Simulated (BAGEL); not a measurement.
**SiNH5 (Si(NH2)H3): HF/6-31G(d) (density fitting with qzvpp-jkfit, spherical functions)**

What is the vertical electron affinity of SiNH5 (Si(NH2)H3) at HF/6-31G* (density fitting with qzvpp-jkfit, spherical functions)? 

The results are computed with BAGEL 1.2.2.

**1. The molecule**

SiNH5: 7 atoms, total charge 0, spin state singlet. As SMILES, `[H][Si]([H])([H])N`. The coordinates come from a GFN2-xTB relaxation.

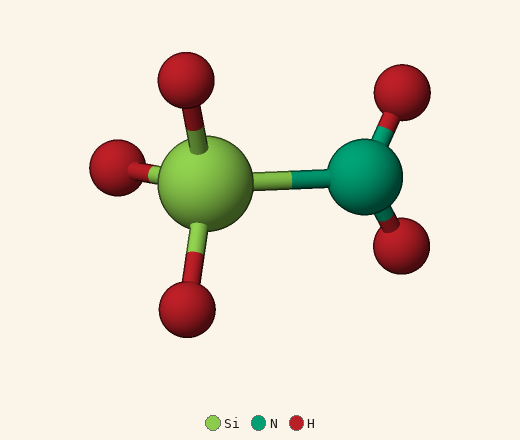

Viewed from a chosen angle; silicon green, nitrogen teal, hydrogen red.

**2. The energy at HF/6-31G(d) (density fitting with qzvpp-jkfit, spherical functions)**

File job.json:

```json
{ "bagel" : [

{
  "title" : "molecule",
  "basis" : "6-31gs.json",
  "df_basis" : "qzvpp-jkfit",
  "angstrom" : "true",
  "geometry" : [
    { "atom" : "Si", "xyz" : [      -0.000690,       0.002380,      -0.682990 ] },
    { "atom" : "N", "xyz" : [       0.090660,       0.178690,       1.028560 ] },
    { "atom" : "H", "xyz" : [       0.707680,      -0.428190,       1.543790 ] },
    { "atom" : "H", "xyz" : [      -0.763660,       0.307400,       1.545850 ] },
    { "atom" : "H", "xyz" : [       1.387750,      -0.009920,      -1.135540 ] },
    { "atom" : "H", "xyz" : [      -0.747920,       1.169350,      -1.146100 ] },
    { "atom" : "H", "xyz" : [      -0.673820,      -1.219710,      -1.153570 ] }
  ]
},

{ "title" : "hf" },

{ "title" : "print", "file" : "orbitals.molden", "orbitals" : "true" }

]}
```

The basis set 6-31G* is read from a file made from the Basis Set Exchange's data (not shown).

Launch:

```sh
$ BAGEL_NUM_THREADS=1 BAGEL job.json > job.out
```

Log:

```text
* using 1 threads per process

  ===============================================================
  ===============================================================

  *** Geometry ***

  { "atom" : "Si", "xyz" : [     -0.001304,      0.004498,     -1.290664 ] },
  { "atom" : "N", "xyz" : [      0.171323,      0.337675,      1.943697 ] },
  { "atom" : "H", "xyz" : [      1.337321,     -0.809162,      2.917340 ] },
  { "atom" : "H", "xyz" : [     -1.443108,      0.580902,      2.921233 ] },
  { "atom" : "H", "xyz" : [      2.622467,     -0.018746,     -2.145860 ] },
  { "atom" : "H", "xyz" : [     -1.413364,      2.209751,     -2.165815 ] },
  { "atom" : "H", "xyz" : [     -1.273335,     -2.304918,     -2.179931 ] },

  Number of auxiliary basis functions:      295

  Since a DF basis is specified, we compute 2- and 3-index integrals:
    o Being stored without compression. Storage requirement is 0.004 GB

  Number of basis functions:       42
  Number of electrons      :       26

    * METHOD: MOLECULE                             0.06

  *** RHF ***

  === Nuclear Repulsion ===
    65.1674046877

      * DIIS with orbital gradients will be used.

  === RHF iteration (6-31gs.json) ===
      0       -346.14292047          0.03146297           0.01
      1       -346.24028089          0.01726963           0.01
      2       -346.28019239          0.00211268           0.01
      3       -346.28100677          0.00016840           0.01
      4       -346.28101467          0.00003970           0.01
      5       -346.28101528          0.00000971           0.01
      6       -346.28101533          0.00000343           0.01
      7       -346.28101533          0.00000066           0.01
      8       -346.28101533          0.00000016           0.01
      9       -346.28101533          0.00000004           0.01
     10       -346.28101533          0.00000001           0.01
     11       -346.28101533          0.00000000           0.01
    * SCF iteration converged.

    * Permanent dipole moment:
           (    0.175724,     0.353637,    -0.314986) a.u.

    * METHOD: HF                                   0.14

    * METHOD: PRINT                                0.00

  ===============================================================
```

It took 0.36 s on 1 thread of Arm Neoverse V2, shared host.

**3. The doublet anion, same level**

File hf.json:

```json
{ "bagel" : [

{
  "title" : "molecule",
  "basis" : "6-31gs.json",
  "df_basis" : "qzvpp-jkfit",
  "angstrom" : true,
  "geometry" : [
    { "atom" : "Si", "xyz" : [   -0.000690,    0.002380,   -0.682990 ] },
    { "atom" : "N", "xyz" : [    0.090660,    0.178690,    1.028560 ] },
    { "atom" : "H", "xyz" : [    0.707680,   -0.428190,    1.543790 ] },
    { "atom" : "H", "xyz" : [   -0.763660,    0.307400,    1.545850 ] },
    { "atom" : "H", "xyz" : [    1.387750,   -0.009920,   -1.135540 ] },
    { "atom" : "H", "xyz" : [   -0.747920,    1.169350,   -1.146100 ] },
    { "atom" : "H", "xyz" : [   -0.673820,   -1.219710,   -1.153570 ] }
  ]
},
{ "title" : "uhf", "charge" : -1, "nopen" : 1 },
{ "title" : "print", "file" : "orbitals.molden", "orbitals" : true }

]}
```

The basis set 6-31G* is read from a file made from the Basis Set Exchange's data (not shown).

Launch:

```sh
$ BAGEL_NUM_THREADS=1 BAGEL hf.json > hf.out
```

Log:

```text
* using 1 threads per process

  ===============================================================
  ===============================================================

  *** Geometry ***

  { "atom" : "Si", "xyz" : [     -0.001304,      0.004498,     -1.290664 ] },
  { "atom" : "N", "xyz" : [      0.171323,      0.337675,      1.943697 ] },
  { "atom" : "H", "xyz" : [      1.337321,     -0.809162,      2.917340 ] },
  { "atom" : "H", "xyz" : [     -1.443108,      0.580902,      2.921233 ] },
  { "atom" : "H", "xyz" : [      2.622467,     -0.018746,     -2.145860 ] },
  { "atom" : "H", "xyz" : [     -1.413364,      2.209751,     -2.165815 ] },
  { "atom" : "H", "xyz" : [     -1.273335,     -2.304918,     -2.179931 ] },

  Number of auxiliary basis functions:      295

  Since a DF basis is specified, we compute 2- and 3-index integrals:
    o Being stored without compression. Storage requirement is 0.004 GB

  Number of basis functions:       42
  Number of electrons      :       26

    * METHOD: MOLECULE                             0.06

  *** Open-shell HF ***

  === Nuclear Repulsion ===
    65.1674046877

      * DIIS with orbital gradients will be used.

  === UHF iteration (6-31gs.json) ===
      0       -345.93814940          0.06761152           0.02
      1       -346.06430958          0.04480986           0.02
      2       -346.11273824          0.02812590           0.02
      3       -346.14363911          0.00176440           0.02
      4       -346.14503530          0.00084696           0.02
      5       -346.14554239          0.00039658           0.01
      6       -346.14569966          0.00007337           0.02
      7       -346.14570450          0.00002462           0.02
      8       -346.14570535          0.00001136           0.02
      9       -346.14570557          0.00000576           0.02
     10       -346.14570565          0.00000236           0.02
     11       -346.14570566          0.00000100           0.02
     12       -346.14570566          0.00000033           0.02
     13       -346.14570566          0.00000016           0.02
     14       -346.14570566          0.00000010           0.01
     15       -346.14570566          0.00000005           0.01
     16       -346.14570566          0.00000003           0.02
     17       -346.14570566          0.00000001           0.02
     18       -346.14570566          0.00000001           0.01
    * SCF iteration converged.

    * S^2 (UHF) is 0.7563

    * Permanent dipole moment:
           (    0.049237,     0.126872,    -1.443794) a.u.

    * METHOD: UHF                                  0.34

    * METHOD: PRINT                                0.00

  ===============================================================
```

It took 0.56 s on 1 thread of Arm Neoverse V2, shared host.

**4. Results**

Level: HF/6-31G* (density fitting with qzvpp-jkfit, spherical functions).

| quantity | value |
| --- | --- |
| singlet SiNH5: total energy | -346.28102 Eh |
| singlet SiNH5: dipole moment | 1.28 D |
| singlet SiNH5: HOMO energy | -10.74 eV |
| singlet SiNH5: LUMO energy | 3.95 eV |
| singlet SiNH5: HOMO–LUMO gap | 14.69 eV |
| doublet anion: total energy | -346.14571 Eh |
| doublet anion: ⟨S²⟩ | 0.756 |
| vertical electron affinity (to the doublet anion) | -3.682 eV |

The anion lies 3.68 eV (85 kcal/mol) above the neutral: the electron isn't bound at this level, and such a value depends on the basis. Without diffuse functions anions come out too high. Hartree–Fock misses the correlation that binds many anions.
